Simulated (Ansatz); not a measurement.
# Mo2NO2 monolayer: following an unstable mode, part 2 of 2

Which phase does Mo2NO2 monolayer fall into along its unstable mode, and how much energy does it gain?

Ansatz 0.2.0; DFT PBEsol, scalar-relativistic, plane waves, PAW.

So far, highest frequency on the path or at a solved wavevector (cm⁻¹): step 2 (response at finite wavevector) 720. Also lowest frequency on the path (cm⁻¹): step 2 -172.

## 6. Relaxation from the frozen mode

Starting from the lowest point found, all atoms and the cell are let go, so that strain and other modes of the same symmetry can join in.

The input, input.yaml:

```yaml
crystal:
  lattice:
    - [3.1277744238, 0.0, 0.0]
    - [-1.0e-10, 5.4174642167, 0.0]
    - [0.0, 0.0, 32.6]
  atoms:
    - { symbol: "N", position: [1.0, 0.0055265023, 0.3109435943] }
    - { symbol: "N", position: [0.5, 0.4944734977, 0.3025533382] }
    - { symbol: Mo, position: [0.0, 0.3466800555, 0.3383811111] }
    - { symbol: Mo, position: [0.5, 0.8199866112, 0.338656753] }
    - { symbol: Mo, position: [0.5, 0.1533199445, 0.2751158214] }
    - { symbol: Mo, position: [1.0, 0.6800133888, 0.2748401795] }
    - { symbol: O, position: [0.5, 0.1692508549, 0.3679124384] }
    - { symbol: O, position: [1.0, 0.6640824784, 0.3721037083] }
    - { symbol: O, position: [0.0, 0.3307491451, 0.2455844941] }
    - { symbol: O, position: [0.5, 0.8359175216, 0.2413932242] }
  periodic: [true, true, false]
kpoints:
  mp_grid: { grid: [12, 8, 1] }
hamiltonian:
  xc: pbesol
scf:
  occupations: { method: methfessel_paxton, width: 0.15 }
output:
  forces: true
  stress: true
  eigenvalues: true
  write_density: true
  write_potential: true
  elf: true
  volumetric_format: npy
relax:
  adjacent_minimum: "off"
  f_tol: 0.002
  max_steps: 120
  cell: { stress_2d_tol: 0.005 }
```

Started as:

```sh
> ansatz run input.yaml --threads 8 --pin off --max-ram 14336MiB --backend cpu --events-out ev --progress --plain --runs-dir out
```

Numbers of over 12 decimals in the logs are rounded to 6 here.

Log:

```text
[...]
Crystal: 10 atoms, lattice volume = 552.394 Å³
Basis set: ecut = 420 eV, 10793 PW (Γ), exchange–correlation on 48×80×450 points (8 copies of the dense FFT grid, shifted against one another)
Bands: 55, of which v1, the nominal top of the filled ones, is band 45 counted from 1 (44 counted from 0)
Symmetry: 4 space group operations
[...]
k-points: 35 of 96
[...]
SCF iter   1: F=—  HF=-22591.607696 eV  |F-HF|=—  |Δ(HF+E_count)|=         —  Δρ=6.64e-3  dr2=1.83e-1  ethr=1.77e-3  ⟨swp⟩=11.9  Hψ=13301  notcnv=0
[...]
SCF iter  10: F=-22591.574801 eV  HF=-22591.574801 eV  |F-HF|=1.14e-8  |Δ(HF+E_count)|=   9.52e-8  S|Δr|=    0.00e0  Δρ=2.75e-7  dr2=5.43e-10  ethr=3.03e-12  ⟨swp⟩=12.8  Hψ=19012  notcnv=0
SCF 1 converged in 10 iterations: F = -22591.574801 eV  dr2 = 5.43e-10
[...]
relax step   1: F+E_penalty+E_count = -22591.57480092 eV  Δ(F+E_penalty+E_count) = +0.000e0 eV  max|allowed force component| = 2.628e-1 eV/Å  Δτ_max = 0.0000 Å  P = -1.215 N/m  Ω = 552.394 Å³  fix = [c, alpha, beta]  reactions: c +0.000 N/m; alpha +0.000 N/m/rad  (10 SCF iters, dr2 threshold 1.00e-7 eV, accepted)
Crystal: 10 atoms, lattice volume = 543.490 Å³
Basis set: ecut = 420 eV, 10631 PW (Γ), exchange–correlation on 48×80×450 points (8 copies of the dense FFT grid, shifted against one another)
[...]
iter 1 solved again at ethr=5.74e-5 eV; its pass at ethr=3.10e-3 eV (dr2=5.17e-2 eV) is discarded
[...]
SCF iter   7: F=-22591.616462 eV  HF=-22591.616461 eV  |F-HF|=5.23e-7  |Δ(HF+E_count)|=   1.78e-6  S|Δr|=    0.00e0  Δρ=4.22e-6  dr2=1.56e-7  ethr=1.11e-9  ⟨swp⟩=25.8  Hψ=26600  notcnv=0
SCF 2 converged in 7 iterations: F = -22591.616462 eV  dr2 = 1.56e-7
relax step   2: F+E_penalty+E_count = -22591.61646156 eV  Δ(F+E_penalty+E_count) = -4.166e-2 eV  max|allowed force component| = 3.935e-1 eV/Å  Δτ_max = 0.0542 Å  P = -0.115 N/m  Ω = 543.490 Å³  energy of the carried Pulay correction = +7.015e-3 eV  fix = [c, alpha, beta]  reactions: c -0.000 N/m; alpha -0.000 N/m/rad  (7 SCF iters, dr2 threshold 1.00e-6 eV, accepted)
Crystal: 10 atoms, lattice volume = 539.134 Å³
Basis set: ecut = 420 eV, 10559 PW (Γ), exchange–correlation on 48×80×450 points (8 copies of the dense FFT grid, shifted against one another)
[...]
SCF iter   6: F=-22591.665217 eV  HF=-22591.665215 eV  |F-HF|=1.77e-6  |Δ(HF+E_count)|=   7.08e-6  S|Δr|=    0.00e0  Δρ=1.01e-5  dr2=7.08e-7  ethr=1.11e-9  ⟨swp⟩=26.9  Hψ=27810  notcnv=0
SCF 3 converged in 6 iterations: F = -22591.665217 eV  dr2 = 7.08e-7
relax step   3: F+E_penalty+E_count = -22591.66521719 eV  Δ(F+E_penalty+E_count) = -4.876e-2 eV  max|allowed force component| = 5.171e-1 eV/Å  Δτ_max = 0.0382 Å  P = +0.320 N/m  Ω = 539.134 Å³  energy of the carried Pulay correction = +1.049e-2 eV  fix = [c, alpha, beta]  reactions: c +0.000 N/m; alpha -0.000 N/m/rad  (6 SCF iters, dr2 threshold 1.00e-6 eV, accepted)
[... from here on, the SCF cycles and remarks between the steps are left out ...]
relax step   4: F+E_penalty+E_count = -22591.74679509 eV  Δ(F+E_penalty+E_count) = -8.158e-2 eV  max|allowed force component| = 6.471e-1 eV/Å  Δτ_max = 0.0509 Å  P = +0.732 N/m  Ω = 533.891 Å³  energy of the carried Pulay correction = +1.471e-2 eV  fix = [c, alpha, beta]  reactions: c +0.000 N/m; alpha -0.000 N/m/rad  (6 SCF iters, dr2 threshold 1.00e-6 eV, accepted)
relax step   5: F+E_penalty+E_count = -22591.83167872 eV  Δ(F+E_penalty+E_count) = -8.488e-2 eV  max|allowed force component| = 6.343e-1 eV/Å  Δτ_max = 0.0503 Å  P = +1.065 N/m  Ω = 529.595 Å³  energy of the carried Pulay correction = +1.819e-2 eV  fix = [c, alpha, beta]  reactions: c -0.000 N/m; alpha -0.000 N/m/rad  (6 SCF iters, dr2 threshold 1.00e-6 eV, accepted)
relax step   6: F+E_penalty+E_count = -22591.84009338 eV  Δ(F+E_penalty+E_count) = -8.415e-3 eV  max|allowed force component| = 8.679e-1 eV/Å  Δτ_max = 0.1955 Å  P = +0.908 N/m  Ω = 523.073 Å³  energy of the carried Pulay correction = +2.354e-2 eV  fix = [c, alpha, beta]  reactions: c +0.000 N/m; alpha +0.000 N/m/rad  (6 SCF iters, dr2 threshold 1.00e-6 eV, accepted)
relax step   7: F+E_penalty+E_count = -22591.99982488 eV  Δ(F+E_penalty+E_count) = -1.597e-1 eV  max|allowed force component| = 3.163e-1 eV/Å  Δτ_max = 0.1105 Å  P = -0.003 N/m  Ω = 533.378 Å³  energy of the carried Pulay correction = +1.512e-2 eV  fix = [c, alpha, beta]  reactions: c +0.000 N/m; alpha +0.000 N/m/rad  (6 SCF iters, dr2 threshold 1.00e-6 eV, accepted)
relax step   8: F+E_penalty+E_count = -22592.00485672 eV  Δ(F+E_penalty+E_count) = -5.032e-3 eV  max|allowed force component| = 3.844e-1 eV/Å  Δτ_max = 0.0329 Å  P = -0.996 N/m  Ω = 535.061 Å³  energy of the carried Pulay correction = +1.376e-2 eV  fix = [c, alpha, beta]  reactions: c -0.000 N/m; alpha +0.000 N/m/rad  (7 SCF iters, dr2 threshold 1.00e-6 eV, accepted)
relax step   9: F+E_penalty+E_count = -22592.03271223 eV  Δ(F+E_penalty+E_count) = -2.786e-2 eV  max|allowed force component| = 1.005e-1 eV/Å  Δτ_max = 0.0339 Å  P = +0.225 N/m  Ω = 534.665 Å³  energy of the carried Pulay correction = +1.408e-2 eV  fix = [c, alpha, beta]  reactions: c +0.000 N/m; alpha +0.000 N/m/rad  (7 SCF iters, dr2 threshold 1.00e-6 eV, accepted)
relax step  10: F+E_penalty+E_count = -22592.03439354 eV  Δ(F+E_penalty+E_count) = -1.681e-3 eV  max|allowed force component| = 5.205e-2 eV/Å  Δτ_max = 0.0085 Å  P = -0.022 N/m  Ω = 534.566 Å³  energy of the carried Pulay correction = +1.416e-2 eV  fix = [c, alpha, beta]  reactions: c -0.000 N/m; alpha +0.000 N/m/rad  (5 SCF iters, dr2 threshold 6.31e-7 eV, accepted)
relax step  11: F+E_penalty+E_count = -22592.03510117 eV  Δ(F+E_penalty+E_count) = -7.076e-4 eV  max|allowed force component| = 2.528e-2 eV/Å  Δτ_max = 0.0059 Å  P = -0.015 N/m  Ω = 534.572 Å³  energy of the carried Pulay correction = +1.416e-2 eV  fix = [c, alpha, beta]  reactions: c -0.000 N/m; alpha +0.000 N/m/rad  (6 SCF iters, dr2 threshold 1.69e-7 eV, accepted)
relax step  12: F+E_penalty+E_count = -22592.03444175 eV  Δ(F+E_penalty+E_count) = +6.594e-4 eV  max|allowed force component| = 7.264e-2 eV/Å  Δτ_max = 0.0072 Å  P = +0.243 N/m  Ω = 534.018 Å³  energy of the carried Pulay correction = +1.460e-2 eV  fix = [c, alpha, beta]  (7 SCF iters, dr2 threshold 3.99e-8 eV, rejected (line search))
relax step  13: F+E_penalty+E_count = -22592.03544117 eV  Δ(F+E_penalty+E_count) = -3.400e-4 eV  max|allowed force component| = 8.334e-3 eV/Å  Δτ_max = 0.0028 Å  P = +0.021 N/m  Ω = 534.398 Å³  energy of the carried Pulay correction = +1.430e-2 eV  fix = [c, alpha, beta]  reactions: c +0.000 N/m; alpha +0.000 N/m/rad  (11 SCF iters, accepted)
relax step  14: F+E_penalty+E_count = -22592.03539815 eV  Δ(F+E_penalty+E_count) = +4.303e-5 eV  max|allowed force component| = 5.442e-3 eV/Å  Δτ_max = 0.0005 Å  P = -0.014 N/m  Ω = 534.457 Å³  energy of the carried Pulay correction = +1.425e-2 eV  fix = [c, alpha, beta]  reactions: c -0.000 N/m; alpha -0.000 N/m/rad  (6 SCF iters, dr2 threshold 4.34e-9 eV, accepted)
relax step  15: F+E_penalty+E_count = -22592.03541533 eV  Δ(F+E_penalty+E_count) = -1.719e-5 eV  max|allowed force component| = 3.842e-4 eV/Å  Δτ_max = 0.0003 Å  P = +0.002 N/m  Ω = 534.440 Å³  energy of the carried Pulay correction = +1.426e-2 eV  fix = [c, alpha, beta]  reactions: c +0.000 N/m; alpha +0.000 N/m/rad  (5 SCF iters, dr2 threshold 1.85e-9 eV, accepted)
relax step  16: F+E_penalty+E_count = -22592.03547751 eV  Δ(F+E_penalty+E_count) = -6.218e-5 eV  max|allowed force component| = 9.367e-4 eV/Å  Δτ_max = 0.0000 Å  P = -0.018 N/m  Ω = 534.440 Å³  fix = [c, alpha, beta]  reactions: c +0.000 N/m; alpha -0.000 N/m/rad  stress off target by 2.48e-1 N/m on what of the cell is left free  SCF on the basis re-selected at this cell (its energy is not comparable with the rows above)  (9 SCF iters)
relax step  17: F+E_penalty+E_count = -22592.03595353 eV  Δ(F+E_penalty+E_count) = -4.760e-4 eV  max|allowed force component| = 1.258e-2 eV/Å  Δτ_max = 0.0023 Å  P = +0.050 N/m  Ω = 534.146 Å³  energy of the carried Pulay correction = +2.395e-4 eV  fix = [c, alpha, beta]  reactions: c +0.000 N/m; alpha +0.000 N/m/rad  (5 SCF iters, dr2 threshold 7.57e-8 eV, accepted)
relax step  18: F+E_penalty+E_count = -22592.03590965 eV  Δ(F+E_penalty+E_count) = +4.388e-5 eV  max|allowed force component| = 7.967e-3 eV/Å  Δτ_max = 0.0008 Å  P = -0.015 N/m  Ω = 534.243 Å³  energy of the carried Pulay correction = +1.616e-4 eV  fix = [c, alpha, beta]  reactions: c -0.000 N/m; alpha -0.000 N/m/rad  (5 SCF iters, dr2 threshold 9.89e-9 eV, accepted)
relax step  19: F+E_penalty+E_count = -22592.03597087 eV  Δ(F+E_penalty+E_count) = -6.122e-5 eV  max|allowed force component| = 2.075e-3 eV/Å  Δτ_max = 0.0008 Å  P = -0.005 N/m  Ω = 534.181 Å³  energy of the carried Pulay correction = +2.123e-4 eV  fix = [c, alpha, beta]  reactions: c +0.000 N/m; alpha -0.000 N/m/rad  (6 SCF iters, dr2 threshold 3.97e-9 eV, accepted)
relax step  20: F+E_penalty+E_count = -22592.03592472 eV  Δ(F+E_penalty+E_count) = +4.614e-5 eV  max|allowed force component| = 9.571e-3 eV/Å  Δτ_max = 0.0008 Å  P = -0.011 N/m  Ω = 534.226 Å³  energy of the carried Pulay correction = +1.758e-4 eV  fix = [c, alpha, beta]  (6 SCF iters, dr2 threshold 2.69e-10 eV, rejected (line search))
relax step  21: F+E_penalty+E_count = -22592.03599279 eV  Δ(F+E_penalty+E_count) = -2.192e-5 eV  max|allowed force component| = 3.688e-4 eV/Å  Δτ_max = 0.0002 Å  P = -0.002 N/m  Ω = 534.155 Å³  energy of the carried Pulay correction = +2.327e-4 eV  fix = [c, alpha, beta]  reactions: c +0.000 N/m; alpha -0.000 N/m/rad  (9 SCF iters, accepted)
relax step  22: F+E_penalty+E_count = -22592.03588256 eV  Δ(F+E_penalty+E_count) = +1.102e-4 eV  max|allowed force component| = 3.620e-4 eV/Å  Δτ_max = 0.0000 Å  P = -0.004 N/m  Ω = 534.155 Å³  fix = [c, alpha, beta]  reactions: c +0.000 N/m; alpha -0.000 N/m/rad  stress off target by 1.03e-2 N/m on what of the cell is left free  SCF on the basis re-selected at this cell (its energy is not comparable with the rows above)  (8 SCF iters)
relax step  23: F+E_penalty+E_count = -22592.03589592 eV  Δ(F+E_penalty+E_count) = -1.336e-5 eV  max|allowed force component| = 2.656e-4 eV/Å  Δτ_max = 0.0001 Å  P = +0.001 N/m  Ω = 534.139 Å³  energy of the carried Pulay correction = +1.308e-5 eV  fix = [c, alpha, beta]  reactions: c -0.000 N/m; alpha +0.000 N/m/rad  (7 SCF iters, dr2 threshold 1.30e-10 eV, accepted)
[...]
SCF iter   9: F=-22592.035879 eV  HF=-22592.035879 eV  |F-HF|=1.75e-10  |Δ(HF+E_count)|=  5.82e-11  S|Δr|=    0.00e0  Δρ=4.52e-9  dr2=6.85e-14  ethr=1.00e-12  ⟨swp⟩=10.1  Hψ=14108  notcnv=0
SCF 24 converged in 9 iterations: F = -22592.035879 eV  dr2 = 6.85e-14
relax step  24: F+E_penalty+E_count = -22592.03587888 eV  Δ(F+E_penalty+E_count) = +1.704e-5 eV  max|allowed force component| = 2.648e-4 eV/Å  Δτ_max = 0.0000 Å  P = +0.001 N/m  Ω = 534.139 Å³  fix = [c, alpha, beta]  reactions: c +0.000 N/m; alpha +0.000 N/m/rad  stress off target by 9.34e-4 N/m on what of the cell is left free  SCF on the basis re-selected at this cell (its energy is not comparable with the rows above)  (9 SCF iters)
[...]
SCF converged after 9 iterations
[...]
Free energy (F): -22592.035879 eV
[...]
Internal energy: -22592.036254 eV  (E = F + TS)
E sigma→0 (E₀):  -22592.035973 eV
Entropy (-TS):   0.000375 eV (0.038 meV/atom)
Fermi energy:    -6.307168 eV
Step filling:    the computed levels leave a gap of 0.0023 eV = 0.0 smearing widths at the electron count; against every level under it full and every level over it empty, smearing changes F+E_penalty+E_count by -3.030 meV and its σ→0 estimate by -3.124 meV
[...]
--- Forces (eV/Å), atoms counted from 1 ---
  atom   1  N     -0.00000000     0.00009911    -0.00003654
  atom   2  N      0.00000000    -0.00009911     0.00003654
  atom   3  Mo    -0.00000000     0.00018355     0.00026479
  atom   4  Mo     0.00000000    -0.00016959     0.00008026
  atom   5  Mo     0.00000000    -0.00018355    -0.00026479
  atom   6  Mo    -0.00000000     0.00016959    -0.00008026
  atom   7  O      0.00000000    -0.00011570     0.00014103
  atom   8  O      0.00000000    -0.00006722     0.00005243
  atom   9  O     -0.00000000     0.00011570    -0.00014103
  atom  10  O     -0.00000000     0.00006722    -0.00005243
  max |Σ_I F_I| component: 2.71e-20 eV/Å
--- 2D stress c σ (N/m, compression-positive) ---
        0.000934       0.000000       0.000000
        0.000000       0.000498      -0.000000
        0.000000      -0.000000       0.000000
  P = ½ c Tr σ = 0.0007 N/m
--- Band table (eV; the first three rows and the last of 35) ---
  k-point 0: bands = [... 41 lower, -8.1303, -7.7301, -6.6482, -6.5384, -5.9726, -5.8127, -5.3672, -4.4057, ... 6 higher]
  k-point 1: bands = [... 41 lower, -8.2390, -7.7065, -6.6608, -6.5998, -6.2445, -5.5346, -5.4646, -4.4396, ... 6 higher]
  k-point 2: bands = [... 41 lower, -8.0063, -7.7127, -6.8226, -6.8186, -6.2913, -5.5508, -5.3094, -4.4495, ... 6 higher]
  k-point 34: bands = [... 41 lower, -8.0746, -7.0135, -7.0135, -5.7948, -5.7948, -5.2806, -5.2806, -4.5786, ... 6 higher]
--- Relaxed structure (21 steps of the walk, 19 accepted, 3 SCFs on fresh bases) ---
  F+E_penalty+E_count = -22592.03587888 eV   max|allowed force component| = 2.648e-4 eV/Å   (the final SCF, on the basis selected at the relaxed cell)
  cell:  # Å, volume = 534.1392 Å³
    - [3.247458, 2.9972120780713616e-11, 0]
    - [-4.656582204821816e-11, 5.045373, 0]
    - [0, 0, 32.6]
  atoms:
    - { symbol: N, position: [1.000000, 0.010921, 0.310915] }
    - { symbol: N, position: [0.500000, 0.489079, 0.302582] }
    - { symbol: Mo, position: [0, 0.385830, 0.339506] }
    - { symbol: Mo, position: [0.5, 0.832139, 0.340949] }
    - { symbol: Mo, position: [0.500000, 0.114170, 0.273990] }
    - { symbol: Mo, position: [1.000000, 0.667861, 0.272548] }
    - { symbol: O, position: [0.500000, 0.197432, 0.368326] }
    - { symbol: O, position: [1.000000, 0.705873, 0.375924] }
    - { symbol: O, position: [0, 0.302568, 0.245171] }
    - { symbol: O, position: [0.500000, 0.794127, 0.237573] }
```

Elapsed: 5.3 min, on 8 threads of Arm Neoverse V2, shared host; peak memory 2.1 GiB; 41 min of CPU time.

The steps of the relaxation (22 of 24):

```tsv
step	energy less that of the first step (eV)	largest force component (eV/Å)	volume (Å³)
1	0.0000	0.2628	552.39
2	-0.0417	0.3935	543.49
3	-0.0904	0.5171	539.13
4	-0.1720	0.6471	533.89
5	-0.2569	0.6343	529.59
6	-0.2653	0.8679	523.07
8	-0.4301	0.3844	535.06
9	-0.4579	0.1005	534.66
10	-0.4596	0.0520	534.57
11	-0.4603	0.0253	534.57
12	-0.4596	0.0726	534.02
13	-0.4606	0.0083	534.40
14	-0.4606	0.0054	534.46
15	-0.4606	0.0004	534.44
16*	-0.4607	0.0009	534.44
17	-0.4612	0.0126	534.15
19	-0.4612	0.0021	534.18
20	-0.4611	0.0096	534.23
21	-0.4612	0.0004	534.16
22*	-0.4611	0.0004	534.16
23	-0.4611	0.0003	534.14
24*	-0.4611	0.0003	534.14
```

Relaxation steps marked * repeat the geometry before them on a plane-wave basis chosen anew for their cell, so energy and pressure can jump there. Other such steps can lie between the rows shown. Relaxation steps 12, 20 were tried and not accepted.

Forces are held to the 4 operations that the run works with; a distortion that breaks them can't arise in this run.

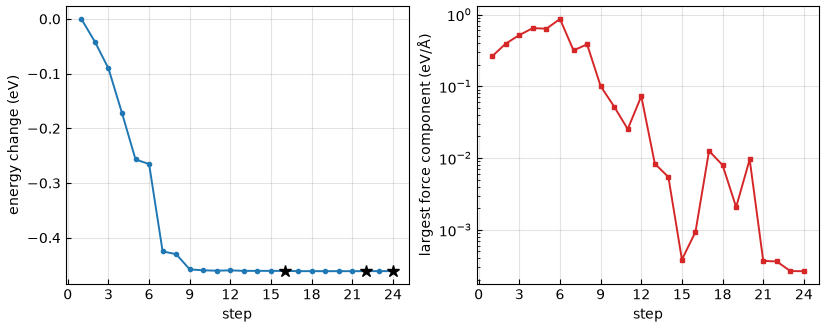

Energy and largest force along the relaxation. Stars mark steps on a basis chosen anew.

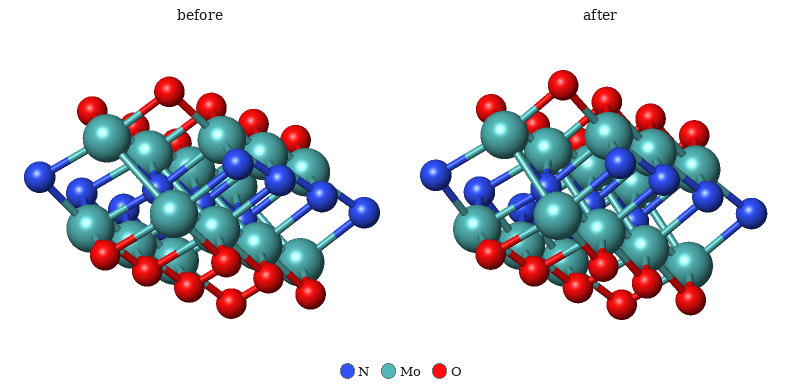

Before and after, at one scale.

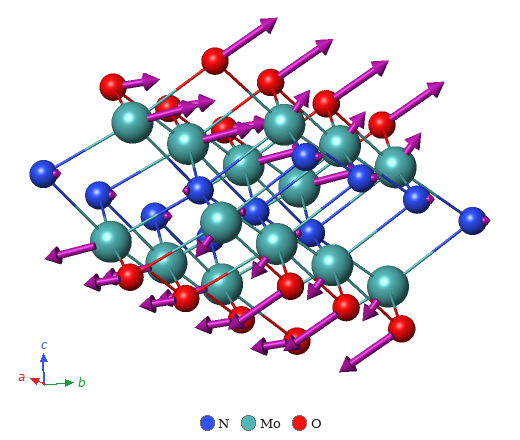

Displacements in the relaxation, exaggerated, measured against the changing cell; the longest in the cell stands for 0.24 Å. 3×1×1 cells are drawn. Some periodic images of atoms are drawn too.

```tsv
cell as run	before	after	change
a (Å)	3.128	3.247	+3.8 %
b (Å)	5.417	5.045	-6.9 %
```

The atoms that moved most (Å, along periodic axes as changes of fractional coordinates times the final cell, across vacuum about the mean position):

```tsv
atom	dx	dy	dz	length
O10	0.000	-0.211	-0.125	0.245
O8	0.000	0.211	0.125	0.245
Mo3	0.000	0.198	0.037	0.201
Mo5	0.000	-0.198	-0.037	0.201
O7	0.000	0.142	0.013	0.143
O9	0.000	-0.142	-0.013	0.143
Mo6	0.000	-0.061	-0.075	0.097
Mo4	0.000	0.061	0.075	0.097
```

The relaxed structure:

```xyz
10
Lattice="3.2475 0.0000 0.0000 0.0000 5.0454 0.0000 0.0000 0.0000 32.6000" Properties=species:S:1:pos:R:3
N     3.2475    0.0551   10.1358
N     1.6237    2.4676    9.8642
Mo    0.0000    1.9467   11.0679
Mo    1.6237    4.1985   11.1149
Mo    1.6237    0.5760    8.9321
Mo    3.2475    3.3696    8.8851
O     1.6237    0.9961   12.0074
O     3.2475    3.5614   12.2551
O     0.0000    1.5266    7.9926
O     1.6237    4.0067    7.7449
```

This step gave:

```
area per atom : 1.638 Å²
```

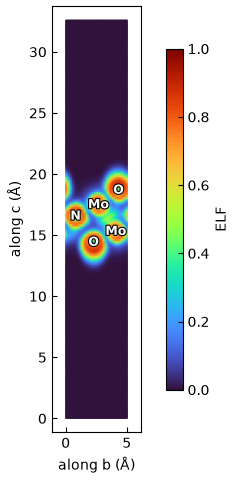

ELF in the bc plane at fractional x = 0.000, with atoms of N and Mo and O within 0.2 Å of it. It is the smooth field of the valence electrons, not physical close to the nuclei. The map starts off the cell's origin, so that atoms lie inside it.

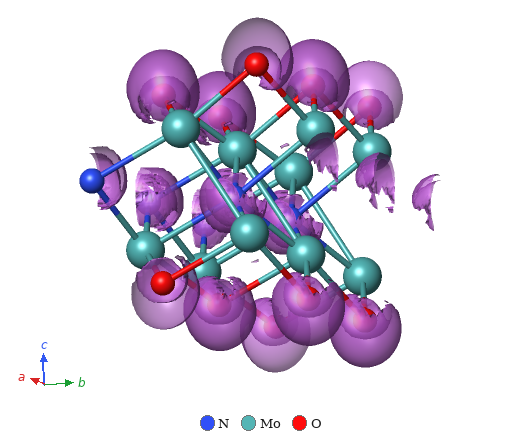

Surface of ELF = 0.79. 2×1×1 cells are drawn.

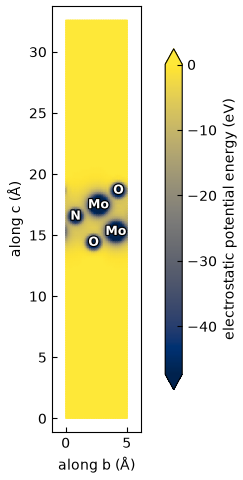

Electrostatic potential energy in the bc plane at fractional x = 0.000, with atoms of N and Mo and O within 0.2 Å of it. With pseudopotentials it is smooth inside the atoms' cores, unlike the true potential. The map starts off the cell's origin, so that atoms lie inside it.

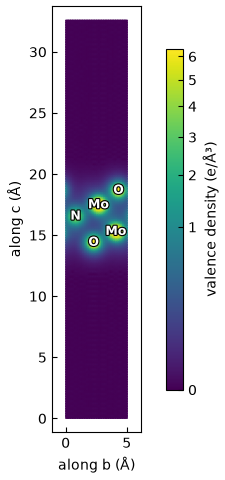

Valence density in the bc plane at fractional x = 0.000, with atoms of N and Mo and O within 0.2 Å of it. It is the smooth field of the valence electrons, not physical close to the nuclei. The map starts off the cell's origin, so that atoms lie inside it. The colour scale is stretched toward low values.

The distorted start has space group P2_1/m; the relaxation ends in P2_1/m.

## 7. Outcome

```json
{"unstable mode of the parent": "q = (0, -0.5, 0), 131i cm⁻¹", "depth at the lowest point sampled": "5.18 meV/atom", "largest atomic shift at that point": "0.14 Å", "space group reached (within 0.01 Å)": "P2_1/m", "energy gained over the parent (first relaxation, on the mesh of the frozen mode)": "51.4 meV/atom", "area per atom, phase reached": "1.64 Å²"}
```

What this shows: Along this mode the structure falls into P2_1/m, 51.4 meV/atom below the parent. At the parent's cell the well is 5.176 meV/atom deep on the steps tried, with its lowest point at a shift of 0.14 Å. Relaxing atoms and cell changes the gain by +46.25 meV/atom against the lowest step (energies at zero smearing). Most of the total comes from this relaxation. The modes of the phase reached were not computed on this path. Of the 2 patterns followed to their end from this parent, this one ends 12.5 meV/atom above the lowest, P2/c. Each path keeps the symmetry of its pattern, so a lower phase may lie along a pattern not tried. With no gap, or one that is small against the smearing, the frequencies hang on the k mesh and the smearing, most of all near Kohn anomalies. The phonon runs are without spin polarisation, although the cell has an odd electron count. In a sheet or slab the interpolated bending branch near Γ is rough, since the rotational sum rule isn't imposed. A phonon run warned that its eigensolver left some bands unconverged in a pass. The starting cell was built on a prototype and not taken from a measurement.

[Logs are printed without paths, hosts, clocks, repeated set-up lines and the standing remarks that a program may print on its own settings, such as how far it seeks lower states.]

[Hosts, paths, dates, database ids (printed as entryN), source tags and the programs' standing remarks are cut or masked in the printed files.]
